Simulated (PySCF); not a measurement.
Run report: C2H2F2 (charge +1), geometry relaxation (part 2 of 2)

C2H2F2, charge +1, multiplicity 2; BP86/def2-SVP, UKS (PySCF 2.14.0). The atoms were displaced at random from an optimised geometry. The geometry is that of the parent species in another charge or spin state.

Geometry of the input (Å):
```
C  -0.1299  0.4460  -0.5146
C  0.1077  -0.4202  0.4296
F  -0.4804  -0.3886  1.5952
F  0.9035  -1.4382  0.3490
H  0.3882  0.3695  -1.5050
H  -0.8139  1.2878  -0.3654
```

### Log, continued
```
Geometry optimization cycle 7
Cartesian coordinates (Angstrom)
 Atom        New coordinates             dX        dY        dZ
   C  -0.128826   0.481298  -0.555178    0.000160 -0.000517 -0.000401
   C   0.105777  -0.467200   0.482258   -0.000604 -0.001408 -0.000480
   F  -0.473196  -0.395110   1.612893   -0.000035  0.001945 -0.001050
   F   0.908626  -1.444147   0.341241    0.000384 -0.000227  0.000061
   H   0.401295   0.367626  -1.517162    0.000384  0.000947 -0.000513
   H  -0.835712   1.310598  -0.376466    0.000014 -0.001193  0.001746
converged SCF energy = -276.489156279829  <S^2> = 0.75177993  2S+1 = 2.0017791
--------------- SecondOrderUKS_Scanner gradients ---------------
         x                y                z
0 C    -0.0000334312     0.0000152292     0.0000494781
1 C     0.0000233474    -0.0000972579     0.0001024306
2 F     0.0000216777     0.0000195534    -0.0000932861
3 F    -0.0000206617     0.0000555708    -0.0000116339
4 H    -0.0000071981    -0.0000112288    -0.0000026558
5 H     0.0000112531     0.0000264321    -0.0000319442
----------------------------------------------
cycle 7: E = -276.48915628  dE = -2.33796e-06  norm(grad) = 0.00019882
Step    6 : Displace = 1.512e-03/2.338e-03 (rms/max) Trust = 1.414e-01 (=) Grad = 8.117e-05/1.432e-04 (rms/max) E (change) = -276.4891562798 (-2.338e-06) Quality = 0.971
Hessian Eigenvalues: 2.26821e-02 2.81411e-02 3.79184e-02 ... 5.67134e-01 7.20239e-01 7.42023e-01

Geometry optimization cycle 8
Cartesian coordinates (Angstrom)
 Atom        New coordinates             dX        dY        dZ
   C  -0.128666   0.481188  -0.555389    0.000160 -0.000110 -0.000211
   C   0.105871  -0.467280   0.482051    0.000094 -0.000079 -0.000207
   F  -0.473071  -0.395109   1.612781    0.000125  0.000002 -0.000112
   F   0.908523  -1.444467   0.341116   -0.000103 -0.000320 -0.000124
   H   0.401453   0.368037  -1.517432    0.000158  0.000411 -0.000270
   H  -0.835826   1.310169  -0.376325   -0.000115 -0.000430  0.000141
converged SCF energy = -276.489156329746  <S^2> = 0.75177976  2S+1 = 2.001779
--------------- SecondOrderUKS_Scanner gradients ---------------
         x                y                z
0 C     0.0000012617    -0.0000159635     0.0000183310
1 C    -0.0000018942    -0.0000046913     0.0000391148
2 F    -0.0000046866     0.0000065200    -0.0000173027
3 F     0.0000048751     0.0000056913    -0.0000061771
4 H    -0.0000141591     0.0000082810    -0.0000102485
5 H     0.0000096049     0.0000085796    -0.0000112806
----------------------------------------------
cycle 8: E = -276.48915633  dE = -4.99163e-08  norm(grad) = 5.72135e-05
```

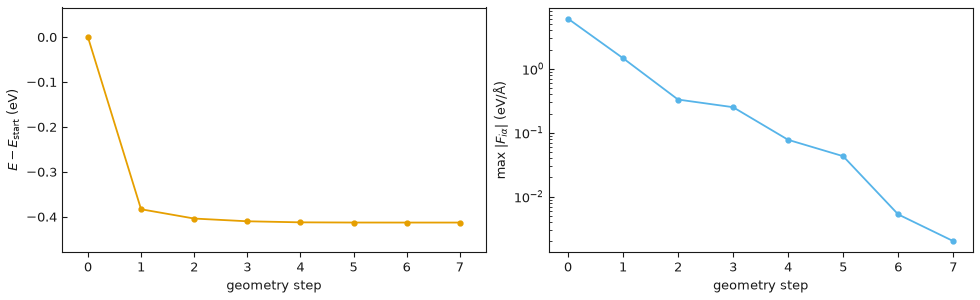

Progress of the relaxation, step by step (steps are counted from 0).

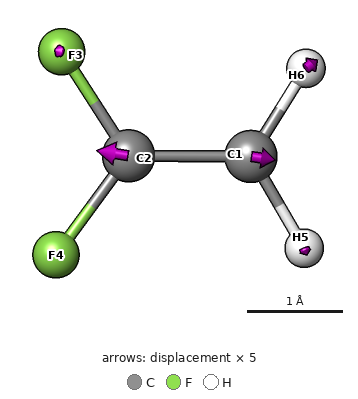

The starting structure with the displacements as pink arrows, magnified 5 times (ball-and-stick view, seen at a tilt). The two geometries are laid on each other by the best rigid fit. C2 moves most after the best rigid fit: 0.070 Å. Largest moves by element: C 0.070 Å, H 0.034 Å, F 0.020 Å. Among the contacts that change: C1–C2 1.303 → 1.425 Å, C2–F3 1.306 → 1.272 Å, C2–F4 1.295 → 1.272 Å, C1–H5 1.120 → 1.104 Å. Among the angles that change: F3–C2–F4 110.6° → 115.4°, H5–C1–H6 117.5° → 121.7°, C1–C2–F4 126.1° → 122.3°. After 7 geometry steps the energy has fallen by 0.413 eV. The largest force component goes from 6.1 to 0.002 eV/Å. (Atoms are counted from 1 in the order of the input.)

```
Step    7 : Displace = 3.015e-04/4.203e-04 (rms/max) Trust = 2.000e-01 (+) Grad = 2.336e-05/3.944e-05 (rms/max) E (change) = -276.4891563297 (-4.992e-08) Quality = 1.016
Hessian Eigenvalues: 2.26821e-02 2.81411e-02 3.79184e-02 ... 5.67134e-01 7.20239e-01 7.42023e-01
Converged! =D

converged: True
C          -0.12866628        0.48118757       -0.55538881
C           0.10587129       -0.46727983        0.48205095
F          -0.47307118       -0.39510875        1.61278127
F           0.90852343       -1.44446743        0.34111610
H           0.40145303        0.36803716       -1.51743205
H          -0.83582633        1.31016856       -0.37632477

WARN: HOMO -0.263343315891772 >= LUMO -0.263343315891772

converged SCF energy = -276.489156329744  <S^2> = 0.75177974  2S+1 = 2.0017789
E = -276.4891563297 Eh
frequencies (1/cm) [ 346.8  405.6  570.7  604.3  868.5  941.4  956.4 1356.1 1503.2 1544.1
 3071.  3207.2]
temperature 298.1500 [K]
pressure 101325.00 [Pa]
Rotational constants [GHz] 11.02753 10.23682 5.30874
Symmetry number 2
Zero-point energy (ZPE) 0.03503 [Eh]   91965.017 [J/mol]
                           tot       elec      trans        rot        vib
Entropy [J/mol/K]       274.835      5.763    160.621     93.810     14.640
Cv [J/mol/K]             53.546      0.000     12.472     12.472     28.602
Cp [J/mol/K]             61.860      0.000     20.786     12.472     28.602
Internal energy [J/mol]                      3718.434   3718.434  95040.850
Internal energy [Eh]   -276.45012  -276.48916
Enthalpy [J/mol]                             6197.391   3718.434  95040.850
Enthalpy [Eh]          -276.44918
Gibbs free energy [J/mol]                  -41691.732 -24251.157  90675.841
Gibbs free energy [Eh] -276.48039
```

### Trajectory as extended XYZ (Å, eV, eV/Å), 8 frames, from step=0 to step=7
```
6
Properties=species:S:1:pos:R:3:forces:R:3 step=0 energy=-7523.24049
C    -0.1299    0.4460   -0.5146   -0.4755   4.0085  -5.2756
C     0.1077   -0.4202    0.4296    0.9195  -5.2990   6.1381
F    -0.4804   -0.3886    1.5952    0.3254   0.3318  -0.9939
F     0.9035   -1.4382    0.3490   -0.2961   0.7924  -0.4466
H     0.3882    0.3695   -1.5050   -0.2007  -0.0439   0.4220
H    -0.8139    1.2878   -0.3654   -0.2718   0.2097   0.1572
6
Properties=species:S:1:pos:R:3:forces:R:3 step=1 energy=-7523.62359
C    -0.1288    0.4703   -0.5430   -0.0480   0.5993  -0.9549
C     0.1070   -0.4740    0.4657    0.1012  -0.7658   1.4754
F    -0.4810   -0.3822    1.6101    0.3454  -0.1492  -0.6543
F     0.9218   -1.4592    0.3576   -0.4327   0.5171  -0.0850
H     0.3839    0.3886   -1.5187    0.0595  -0.1129   0.0482
H    -0.8267    1.3122   -0.3814   -0.0250  -0.0889   0.1704
6
Properties=species:S:1:pos:R:3:forces:R:3 step=2 energy=-7523.64430
C    -0.1277    0.4842   -0.5540   -0.1416   0.2158   0.0448
C     0.1050   -0.4531    0.4904   -0.0758  -0.3315   0.2265
F    -0.4671   -0.4229    1.6296   -0.0401   0.2953  -0.2132
F     0.8993   -1.4331    0.3374    0.2101  -0.1124  -0.1118
H     0.4006    0.3596   -1.5154    0.0361  -0.0359   0.0103
H    -0.8335    1.3202   -0.3978    0.0121  -0.0320   0.0429
6
Properties=species:S:1:pos:R:3:forces:R:3 step=3 energy=-7523.65038
C    -0.1316    0.4840   -0.5510    0.1297  -0.1144  -0.0429
C     0.1112   -0.4677    0.4841   -0.1675   0.2517  -0.2475
F    -0.4761   -0.3908    1.6062   -0.0062  -0.0975   0.2419
F     0.9100   -1.4433    0.3352    0.0695  -0.0919   0.0646
H     0.4024    0.3581   -1.5095   -0.0308   0.0620  -0.0248
H    -0.8386    1.3138   -0.3754    0.0054  -0.0100   0.0076
6
Properties=species:S:1:pos:R:3:forces:R:3 step=4 energy=-7523.65274
C    -0.1278    0.4784   -0.5560   -0.0420   0.0341  -0.0160
C     0.1022   -0.4705    0.4817    0.0776   0.0468  -0.0114
F    -0.4737   -0.3920    1.6135   -0.0157  -0.0241  -0.0063
F     0.9101   -1.4436    0.3445   -0.0191  -0.0305   0.0074
H     0.3994    0.3731   -1.5207    0.0118  -0.0331   0.0216
H    -0.8327    1.3084   -0.3742   -0.0125   0.0063   0.0041
6
Properties=species:S:1:pos:R:3:forces:R:3 step=5 energy=-7523.65316
C    -0.1290    0.4818   -0.5548    0.0021   0.0123  -0.0094
C     0.1064   -0.4658    0.4827   -0.0146  -0.0430   0.0365
F    -0.4732   -0.3971    1.6139    0.0091   0.0187  -0.0257
F     0.9082   -1.4439    0.3412    0.0011   0.0158  -0.0079
H     0.4009    0.3667   -1.5166    0.0026   0.0008  -0.0020
H    -0.8357    1.3118   -0.3782    0.0001  -0.0050   0.0078
6
Properties=species:S:1:pos:R:3:forces:R:3 step=6 energy=-7523.65322
C    -0.1288    0.4813   -0.5552    0.0017  -0.0008  -0.0025
C     0.1058   -0.4672    0.4823   -0.0012   0.0050  -0.0053
F    -0.4732   -0.3951    1.6129   -0.0011  -0.0010   0.0048
F     0.9086   -1.4441    0.3412    0.0011  -0.0029   0.0006
H     0.4013    0.3676   -1.5172    0.0004   0.0006   0.0001
H    -0.8357    1.3106   -0.3765   -0.0006  -0.0014   0.0016
6
Properties=species:S:1:pos:R:3:forces:R:3 step=7 energy=-7523.65323
C    -0.1287    0.4812   -0.5554   -0.0001   0.0008  -0.0009
C     0.1059   -0.4673    0.4821    0.0001   0.0002  -0.0020
F    -0.4731   -0.3951    1.6128    0.0002  -0.0003   0.0009
F     0.9085   -1.4445    0.3411   -0.0003  -0.0003   0.0003
H     0.4015    0.3680   -1.5174    0.0007  -0.0004   0.0005
H    -0.8358    1.3102   -0.3763   -0.0005  -0.0004   0.0006
```

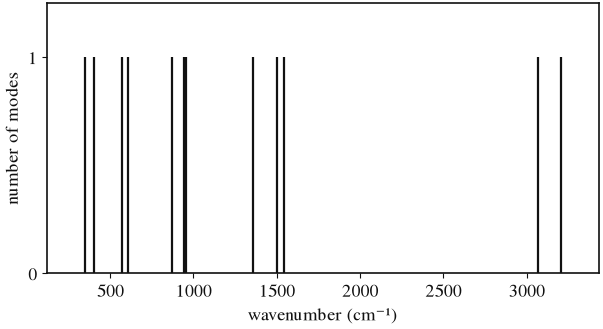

Harmonic vibrational wavenumbers from the force constants; neighbouring modes closer than 13 cm⁻¹ are counted in one stick. 12 modes from 347 to 3207 cm⁻¹, none imaginary.

### Summary

| quantity | value |
| --- | --- |
| outcome | converged |
| total energy | −276.489156 hartree |
| basis functions | 66 |
| ⟨S²⟩ | 0.752 |
| zero-point energy | 0.035028 hartree |
| wavenumbers, lowest and highest | 347 and 3207 cm⁻¹ |
| wall time | 3.2 min |
| peak memory | 1.1 GiB |

### Remarks

The record of the run, not the program, notes: dipole of an ion depends on the origin; symmetry number missed.
